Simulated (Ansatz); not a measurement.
# BaTiO3 (P4mm): converging the G0W0 gap

How do accuracy and time trade against each other in G0W0 on BaTiO3 (P4mm)?

Main program and level: Ansatz 0.2.0; G0W0 on r2SCAN, plane waves, PAW.

The database entry behind the starting cell differs from later determinations by our own check (c/a about 0.6 % short), so it need not match the best structure at ambient conditions.

## 1. The starting structure

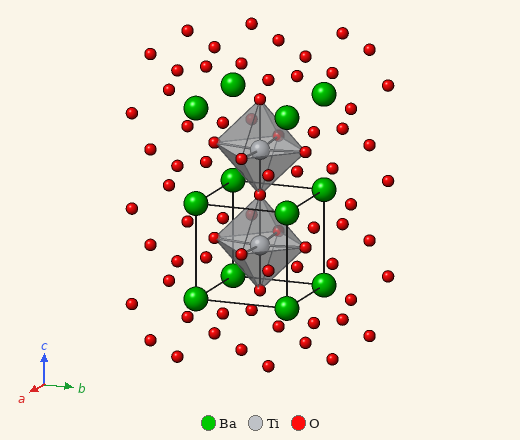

The cell as given, slightly off an axis (barium green, titanium light grey, oxygen red). 1×1×2 cells are drawn. Some periodic images of atoms are drawn too.

The cell and positions come from the Crystallography Open Database and are kept as given unless a step says otherwise. Spin-orbit coupling is left out unless a step names it. The default PAW set here is soft_2. Its files were made with PBE.

## 2. 83 empty bands, screening to 69 eV

G0W0 replaces the xc potential by the self-energy, built once from these orbitals. Only a window of levels is corrected, while the sums run over the empty bands that the input names.

The input, input.yaml:

```yaml
crystal:
  lattice:
    - [3.9998, 0.0, 0.0]
    - [0.0, 3.9998, 0.0]
    - [0.0, 0.0, 4.018]
  atoms:
    - { symbol: Ba, position: [0.0, 0.0, 0.0] }
    - { symbol: Ti, position: [0.5, 0.5, 0.49] }
    - { symbol: O, position: [0.5, 0.5, 0.019] }
    - { symbol: O, position: [0.5, 0.0, 0.517] }
    - { symbol: O, position: [0.0, 0.5, 0.517] }
kpoints:
  mp_grid: { grid: [4, 4, 4] }
hamiltonian:
  xc: r2scan
scf:
  occupations: { method: fixed }
gw:
  n_empty_bands: 83
  ecut_chi: 69
  qp_bands: [v2, c2]
  qp_kpoints: band_edges
  screening: { model: contour_deformation }
```

Launch:

```bash
> ansatz run input.yaml --threads 2 --pin off --max-ram 92160MiB --backend cuda --events-out ev --progress --plain --runs-dir out --devices 1 --max-vram 13GiB  # rebuilt from the run's record
```

Numbers of over 12 decimals in the logs are rounded to 6 here.

What it wrote:

```text
GPUs: using 1 of 1 available (devices: 1).
Engine: ansatz 0.2.0, x86_64-unknown-linux-gnu
Pseudopotentials: kind: paw
Pseudopotential: Ba, paw, valence charge 10, recommended cutoff 500 eV (meta_gga), Ba.paw.azcp
Pseudopotential: Ti, paw, valence charge 12, recommended cutoff 500 eV (meta_gga), Ti.paw.azcp
Pseudopotential: O, paw, valence charge 6, recommended cutoff 500 eV (meta_gga), O.paw.azcp
Functional definition: r2SCAN
  parameter k0 = 0.174
  parameter k1 = 0.065
  parameter a1 = 4.9479
  exchange = r2scan_x(k0 = k0, k1 = k1, a1 = a1)
  correlation = r2scan_c
device memory: the entry about to start is reckoned to put 1.0 GiB on a device that reports 63.5 GiB free (of which the cap on the GPU budget leaves the run 13.0 GiB)
GPU FFT provider: cuFFT
GPU libraries: cuBLAS 13.8.2, cuFFT 12.4.0, cuSOLVER 12.3.4
Crystal: 5 atoms, lattice volume = 64.282 Å³
Basis set: ecut = 500 eV, 1647 PW (Γ), exchange–correlation on 120×120×120 points (64 copies of the dense FFT grid, shifted against one another)
Bands: 25, of which v1, the nominal top of the filled ones, is band 20 counted from 1 (19 counted from 0)
Symmetry: 8 space group operations
Space group: P4mm (ITA 99), of the structure as read, at distance tolerance 4.0e-5 Å
k-points: 18 of 64 (time reversal used)
Non-local potential: Ba, projectors of the file, l = 0: 3, l = 1: 2, l = 2: 2, l = 3: 2
Non-local potential: Ti, projectors of the file, l = 0: 3, l = 1: 2, l = 2: 3, l = 3: 1
Non-local potential: O, projectors of the file, l = 0: 2, l = 1: 2, l = 2: 1
PAW form: soft (Blöchl's): semilocal exchange-correlation on the pseudo side does not see the compensation charge
PAW frozen core: Ba, regenerated for the run's functional (the file was generated under x = pbe(κ = 0.804, μ = 0.219515), c = pbe(β = 0.066725))
PAW frozen core: Ti, regenerated for the run's functional (the file was generated under x = pbe(κ = 0.804, μ = 0.219515), c = pbe(β = 0.066725))
PAW frozen core: O, regenerated for the run's functional (the file was generated under x = pbe(κ = 0.804, μ = 0.219515), c = pbe(β = 0.066725))
PAW one-centre angular grid: Ba, 302 points (default); XC on 160 Gauss nodes
PAW one-centre angular grid: Ti, 590 points (default); XC on 160 Gauss nodes
PAW one-centre angular grid: O, 302 points (default); XC on 160 Gauss nodes
Initial density: superposition of atomic densities (neutral atoms: chi_scale 0, normalization atom), corrected by the library's trained network
Initial wavefunctions: pseudopotential atomic-orbital guess
GPU buffer pool allocated for 27000 grid points (all kernels)
GPU transforms: local potential and band sums: pruned to the plane-wave sphere, on 30×30×30
Functional: x = r2scan, c = r2scan; τ floored in thin density (d = 2e-4 eV/Å³)
SCF iter   1: F=—  HF=-10183.702819 eV  |F-HF|=—  |Δ(HF+E_count)|=         —  Δρ=2.18e-2  dr2=3.87e-1  dr2_τ=2.42e-1  ethr=1.77e-3  ⟨swp⟩=4.4  Hψ=1924  notcnv=0  defer=23
preconditioner: auto → Resta (q_TF=auto, 2.521 Å⁻¹)  ε∞=5.1  [insulator: Δε(μ)=2.699 eV  Ē_g=12.959 eV  n_scr=18 (ndim 8)  ℏωp=26.2 eV  f_vac=0.000  ε∞_Penn≈5.1]
SCF iter   2: F=—  HF=-10183.804969 eV  |F-HF|=—  |Δ(HF+E_count)|=   1.02e-1  Δρ=1.13e-2  dr2=5.07e-2  dr2_τ=2.10e-2  ethr=9.68e-4  ⟨swp⟩=3.4  Hψ=997  notcnv=0  defer=27
SCF iter   3: F=—  HF=-10183.798170 eV  |F-HF|=—  |Δ(HF+E_count)|=   6.80e-3  Δρ=3.65e-3  dr2=5.80e-3  dr2_τ=4.25e-4  ethr=1.27e-4  ⟨swp⟩=2.5  Hψ=659  notcnv=0  defer=46
SCF iter   4: F=—  HF=-10183.797408 eV  |F-HF|=—  |Δ(HF+E_count)|=   7.62e-4  Δρ=1.52e-3  dr2=1.08e-3  dr2_τ=1.68e-4  ethr=1.45e-5  ⟨swp⟩=2.4  Hψ=764  notcnv=0  defer=49
SCF iter   5: F=—  HF=-10183.797254 eV  |F-HF|=—  |Δ(HF+E_count)|=   1.54e-4  Δρ=3.39e-4  dr2=5.82e-5  dr2_τ=4.85e-6  ethr=2.69e-6  ⟨swp⟩=2.0  Hψ=633  notcnv=0  defer=51
SCF iter   6: F=—  HF=-10183.797259 eV  |F-HF|=—  |Δ(HF+E_count)|=   4.85e-6  Δρ=1.58e-4  dr2=1.44e-5  dr2_τ=1.85e-6  ethr=1.46e-7  ⟨swp⟩=2.0  Hψ=697  notcnv=0  defer=19
SCF iter   7: F=—  HF=-10183.797257 eV  |F-HF|=—  |Δ(HF+E_count)|=   2.06e-6  Δρ=5.35e-5  dr2=2.10e-6  dr2_τ=1.03e-7  ethr=3.60e-8  ⟨swp⟩=2.0  Hψ=642  notcnv=0  defer=19
SCF iter   8: F=—  HF=-10183.797257 eV  |F-HF|=—  |Δ(HF+E_count)|=   1.19e-7  Δρ=1.56e-5  dr2=1.78e-7  dr2_τ=1.21e-8  ethr=5.24e-9  ⟨swp⟩=2.2  Hψ=666  notcnv=0  defer=19
SCF iter   9: F=-10183.797257 eV  HF=-10183.797257 eV  |F-HF|=8.36e-9  |Δ(HF+E_count)|=   2.19e-8  Δρ=3.82e-6  dr2=1.01e-8  dr2_τ=1.98e-10  ethr=2.50e-10  ⟨swp⟩=7.1  Hψ=1801  notcnv=0
SCF 1 converged in 9 iterations: F = -10183.797257 eV  dr2 = 1.01e-8
  greatest PAW one-centre occupation: 0.999 electrons in one spin orbital (limit 2), on the Ti atom at site 1 (counted from 0), in its partial waves of l = 0
device memory: the entry about to start is reckoned to put 1.1 GiB (of the 1.1 GiB reckoned in all, the device holds 0.1 GiB already) on a device that reports 63.2 GiB free (of which the cap on the GPU budget leaves the run 12.9 GiB)
NSCF: frozen V_eff on 18 k-points, pencils in batches of 32, up to order 100
the band table was solved once the SCF had ended and its energy, with any forces and stress, was formed, with the checks that follow a solve (1926 applications of the Hamiltonian). They found nothing against the state; the energy, forces and stress were not computed again (output.eigenvalues in the input reference)
device memory: the entry about to start is reckoned to put 1.7 GiB on a device that reports 62.4 GiB free (of which the cap on the GPU budget leaves the run 13.0 GiB)
NSCF: frozen V_eff on 18 k-points
G₀W₀ screening: q 1/18
[... further progress lines ...]
SCF converged after 9 iterations
Free energy (F): -10183.797257 eV
Harris-Foulkes:  -10183.797257 eV  (|F-HF|=8.36e-9)
Internal energy: -10183.797257 eV  (E = F + TS)
E sigma→0 (E₀):  -10183.797257 eV
Fermi energy:    9.993473 eV
--- Per-component energies (eV) ---
  E_band       = -175.293986
  E_kinetic    = 973.525613
  E_local      = -2099.718118  (includes V_loc(G=0)·N_el)
  E_nonlocal   = 199.407801
  E_hartree    = 819.837146
  E_xc         = -475.313579
  E_vxc        = -604.217274  (∫ρ·V_xc dr)
  E_paw        = -6784.882383  (= ΣΔE_a)
  E_vpaw       = -320.722573  (= ΣTr[D̂ρ^β])
  E_aug_tail   = 0.003065  (compensation charges beyond the density's cutoff)
  E_vtau       = 36.753319  (kinetic-family band-sum trace: ∫τ·v_τ [+ j·A + Jᵃ·Aᵃ] dr)
  E_ewald      = -2816.377938
  E_core_change = -0.278864  (= ΣΔE_core)
  E_smearing   = -0.000000  (= −TS)
  E_closure    = 0.000000  (closes the sum)
  Σ components = -10183.797257   (vs F -10183.797257, Δ=0.00e0)
--- Band table (eV; the first three rows and the last of 18) ---
  k-point 0: bands = [... 16 lower, 8.8067, 9.7125, 9.7373, 9.7373, 12.1707, 12.3742, 12.3742, 14.2958, ... 1 higher]
  k-point 1: bands = [... 16 lower, 8.4217, 8.7518, 9.5023, 9.5023, 12.2296, 13.1869, 13.1869, 14.2953, ... 1 higher]
  k-point 2: bands = [... 16 lower, 8.0913, 8.1031, 9.3014, 9.3014, 12.2905, 13.9016, 13.9016, 14.2962, ... 1 higher]
  k-point 17: bands = [... 16 lower, 7.6144, 9.9071, 9.9071, 9.9935, 14.5285, 14.5285, 14.5316, 17.2631, ... 1 higher]
--- G₀W₀: contour deformation, 6 samples at zero and on the imaginary axis and 1 off it, 64 q-points, 83 empty bands' worth ---
  eigenvalues of the whole cell's RPA ε∞ on this k-mesh (on a slab, of 1 + 4πα/V) = 5.5237, 5.7930, 5.7930; static W/v taken at q = 0 is 0.175337
  bands read: the sum over 103 bands ends inside a degenerate multiplet in 1 slot, whose members it reads at an even weight; the widest, k=15: bands 103 to 104 (counted from 1) at 1/2 each
  gw.qp_kpoints: band_edges: 12 of 18 stored k-points solved, in 1 pass; an edge of the gap read off the rows below is read off those points alone
    valence top: of the k-points left out ik 13 came nearest to being solved in a further pass, in band 20 (counted from 1, as in the quasiparticle table): it holds the edge there only if its correction is more favourable than any solved in that band by at least 0.508 eV; those differ by 0.086 eV
    conduction bottom: of the k-points left out ik 4 came nearest to being solved in a further pass, in band 21 (counted from 1, as in the quasiparticle table): it holds the edge there only if its correction is more favourable than any solved in that band by at least 0.908 eV; those differ by 0.156 eV
    ik  band        ε_KS         Σx   Σc(E_QP)       V_xc       Z   E_QP_lin       E_QP  E_QP is
     0    19      9.7373   -25.7846     4.5193   -21.5531  0.7410    10.0237    10.0251  root
     0    20      9.7373   -25.7846     4.5193   -21.5531  0.7410    10.0237    10.0251  root
     0    21     12.1707   -12.5249    -6.1093   -20.0190  0.7440    13.5945    13.5555  root
     0    22     12.3742   -12.9577    -5.8510   -20.2167  0.7432    13.8228    13.7821  root
     1    19      9.5023   -25.7349     4.6341   -21.3633  0.7384     9.7636     9.7648  root
     1    20      9.5023   -25.7349     4.6341   -21.3633  0.7384     9.7636     9.7648  root
     1    21     12.2296   -12.6390    -6.1905   -20.2352  0.7416    13.6764    13.6353  root
     1    22     13.1869   -13.9822    -6.0658   -21.5383  0.7249    14.7325    14.6771  root
     2    19      9.3014   -25.7694     4.7720   -21.2368  0.7365     9.5397     9.5408  root
     2    20      9.3014   -25.7694     4.7720   -21.2368  0.7365     9.5397     9.5408  root
     2    21     12.2905   -12.7637    -6.2775   -20.4691  0.7390    13.7620    13.7184  root
     2    22     13.9016   -14.5967    -6.5676   -22.7120  0.7044    15.5256    15.4493  root
     3    19      9.3537   -25.4207     4.4038   -21.2723  0.7386     9.6081     9.6092  root
     3    20      9.4387   -25.8019     4.6193   -21.4488  0.7381     9.7037     9.7049  root
     3    21     12.4221   -13.0254    -5.9550   -20.4064  0.7410    13.8910    13.8482  root
     3    22     13.0832   -13.9095    -6.1139   -21.4891  0.7243    14.6020    14.5488  root
     6    19      9.0635   -25.5330     4.5888   -21.1684  0.7363     9.2868     9.2877  root
     6    20      9.1576   -25.8326     4.7621   -21.3080  0.7354     9.3940     9.3951  root
     6    21     12.4783   -13.1066    -6.0772   -20.6322  0.7383    13.9722    13.9267  root
     6    22     13.8397   -14.5557    -6.5887   -22.6627  0.7030    15.4323    15.3581  root
     8    19      9.1237   -25.2778     4.8760   -20.5496  0.7280     9.2711     9.2716  root
     8    20      9.8618   -25.7850     4.9363   -21.0970  0.7326    10.1090    10.1101  root
     8    21     13.8706   -14.5530    -6.6862   -22.7617  0.7013    15.4685    15.3931  root
     8    22     13.9221   -14.5640    -6.6603   -22.7743  0.7031    15.5490    15.4721  root
[...]
16    19      9.3909   -25.3154     4.9050   -20.5924  0.7300     9.5722     9.5729  root
    16    20      9.9689   -25.8738     4.9672   -21.1773  0.7316    10.2383    10.2396  root
    16    21     14.1885   -14.5876    -6.8352   -22.9598  0.6963    15.8080    15.7256  root
    16    22     14.1885   -14.5876    -6.8352   -22.9598  0.6963    15.8080    15.7256  root
    17    19      9.9071   -25.8971     4.9439   -21.2205  0.7328    10.1731    10.1744  root
    17    20      9.9935   -25.9327     4.9703   -21.2429  0.7318    10.2726    10.2740  root
    17    21     14.5285   -14.6045    -7.1737   -23.3164  0.6857    16.1582    16.0667  root
    17    22     14.5285   -14.6045    -7.1737   -23.3164  0.6857    16.1582    16.0667  root
```

It took 11 s on 1 × NVIDIA H100 80GB HBM3 (shared by 6 runs) with 2 threads of AMD EPYC 7R13 (Zen 3), shared host; peak memory 1.2 GiB.

The column dr2 measures how far the density is from self-consistency, as an energy; F and HF (Harris–Foulkes) agree once it is small.

This step gave:

* bands summed: 103
* RPA ε∞ on this mesh (eigenvalues): 5.524, 5.793, 5.793
* plane waves in the screening matrix: 81
* q-points in the mesh: 64
* G0W0 gap on the mesh: 3.282 eV
* k of the valence top: -0.5, -0.5, -0.5
* k of the conduction bottom: 0, 0, 0
* starting gap on the mesh: 2.177 eV
* Z at the valence top: 0.7318
* Z at the conduction bottom: 0.7440
* least direct G0W0 gap on the computed points: 3.530 eV

The gap on the mesh goes from 2.18 eV to 3.28 eV, a correction of +1.10 eV. Between the two edge states, bare exchange in place of the xc potential would open the gap by 12.18 eV, and correlation takes back 11.08 eV.

## 3. 236 empty bands, screening to 138 eV

Another rung: the empty bands reach about as high as the screening cutoff, so the two stay in balance.

Changes to input.yaml since step 2:

```diff
@@ -18,4 +18,4 @@
 gw:
-  n_empty_bands: 83
-  ecut_chi: 69
+  n_empty_bands: 236
+  ecut_chi: 138
   qp_bands: [v2, c2]
```

What it wrote:

```text
GPUs: using 1 of 1 available (devices: 1).
[...]
GPU FFT provider: cuFFT
GPU libraries: cuBLAS 13.8.2, cuFFT 12.4.0, cuSOLVER 12.3.4
Crystal: 5 atoms, lattice volume = 64.282 Å³
Basis set: ecut = 500 eV, 1647 PW (Γ), exchange–correlation on 120×120×120 points (64 copies of the dense FFT grid, shifted against one another)
Bands: 25, of which v1, the nominal top of the filled ones, is band 20 counted from 1 (19 counted from 0)
Symmetry: 8 space group operations
[...]
k-points: 18 of 64 (time reversal used)
[...]
GPU buffer pool allocated for 27000 grid points (all kernels)
[...]
SCF iter   1: F=—  HF=-10183.702819 eV  |F-HF|=—  |Δ(HF+E_count)|=         —  Δρ=2.18e-2  dr2=3.87e-1  dr2_τ=2.42e-1  ethr=1.77e-3  ⟨swp⟩=4.4  Hψ=1924  notcnv=0  defer=23
[...]
SCF iter   9: F=-10183.797257 eV  HF=-10183.797257 eV  |F-HF|=8.36e-9  |Δ(HF+E_count)|=   2.19e-8  Δρ=3.82e-6  dr2=1.01e-8  dr2_τ=1.98e-10  ethr=2.50e-10  ⟨swp⟩=7.1  Hψ=1801  notcnv=0
SCF 1 converged in 9 iterations: F = -10183.797257 eV  dr2 = 1.01e-8
[...]
NSCF: frozen V_eff on 18 k-points, pencils in batches of 32, up to order 100
[...]
NSCF: frozen V_eff on 18 k-points
G₀W₀ screening: q 1/18
[... further progress lines ...]
SCF converged after 9 iterations
Free energy (F): -10183.797257 eV
[...]
Internal energy: -10183.797257 eV  (E = F + TS)
E sigma→0 (E₀):  -10183.797257 eV
Fermi energy:    9.993473 eV
[...]
--- Band table (eV; the first three rows and the last of 18) ---
  k-point 0: bands = [... 16 lower, 8.8067, 9.7125, 9.7373, 9.7373, 12.1707, 12.3742, 12.3742, 14.2958, ... 1 higher]
  k-point 1: bands = [... 16 lower, 8.4217, 8.7518, 9.5023, 9.5023, 12.2296, 13.1869, 13.1869, 14.2953, ... 1 higher]
  k-point 2: bands = [... 16 lower, 8.0913, 8.1031, 9.3014, 9.3014, 12.2905, 13.9016, 13.9016, 14.2962, ... 1 higher]
  k-point 17: bands = [... 16 lower, 7.6144, 9.9071, 9.9071, 9.9935, 14.5285, 14.5285, 14.5316, 17.2631, ... 1 higher]
[...]
0    19      9.7373   -25.7846     4.1652   -21.5531  0.7341     9.6709     9.6710  root
     0    20      9.7373   -25.7846     4.1652   -21.5531  0.7341     9.6709     9.6710  root
     0    21     12.1707   -12.5249    -6.5131   -20.0190  0.7392    13.1700    13.1517  root
     0    22     12.3742   -12.9577    -6.2552   -20.2167  0.7383    13.3970    13.3779  root
     1    19      9.5023   -25.7349     4.2897   -21.3633  0.7318     9.4203     9.4204  root
     1    20      9.5023   -25.7349     4.2897   -21.3633  0.7318     9.4203     9.4204  root
     1    21     12.2296   -12.6390    -6.5973   -20.2352  0.7368    13.2478    13.2284  root
     1    22     13.1869   -13.9822    -6.4857   -21.5383  0.7192    14.2837    14.2572  root
[...]
17    19      9.9071   -25.8971     4.6176   -21.2205  0.7256     9.8480     9.8480  root
    17    20      9.9935   -25.9327     4.6432   -21.2429  0.7243     9.9469     9.9469  root
    17    21     14.5285   -14.6045    -7.6092   -23.3164  0.6789    15.6746    15.6312  root
    17    22     14.5285   -14.6045    -7.6092   -23.3164  0.6789    15.6746    15.6312  root
```

It took 15 s on 1 × NVIDIA H100 80GB HBM3 (shared by 6 runs) with 2 threads; peak memory 1.4 GiB; 16 s of CPU time.

This step gave:

```yaml
bands_summed: 256
rpa_eps_infinity_on_this_mesh_eigenvalues: 5.455, 5.724, 5.724
plane_waves_in_the_screening_matrix: 251
q_points_in_the_mesh: 64
g0w0_gap_on_the_mesh: 3.205 eV
k_of_the_valence_top: -0.5, -0.5, -0.5
k_of_the_conduction_bottom: 0, 0, 0
starting_gap_on_the_mesh: 2.177 eV
z_at_the_valence_top: 0.7243
z_at_the_conduction_bottom: 0.7392
least_direct_g0w0_gap_on_the_computed_points: 3.481 eV
```

Against the run with 4×4×4 mesh, 83 empty bands, screening to 69 eV, the gap moves by −0.08 eV.

(Part 1 of 2 ends here.)

[Paths, hosts, dates, memory and timing lines, banners, echoed tables and standing remarks are left out of the program output.]

[Logs are printed without paths, hosts, clocks, repeated set-up lines and the standing remarks that a program may print on its own settings, such as how far it seeks lower states.]

[Runs of the session that timed out or met a known fault of the program may be left out.]

[Cells called generated may have been cut or substituted from an entry of the Crystallography Open Database or the Materials Project.]

[Hosts, paths, dates, database ids (printed as entryN), source tags and the programs' standing remarks are cut or masked in the printed files.]
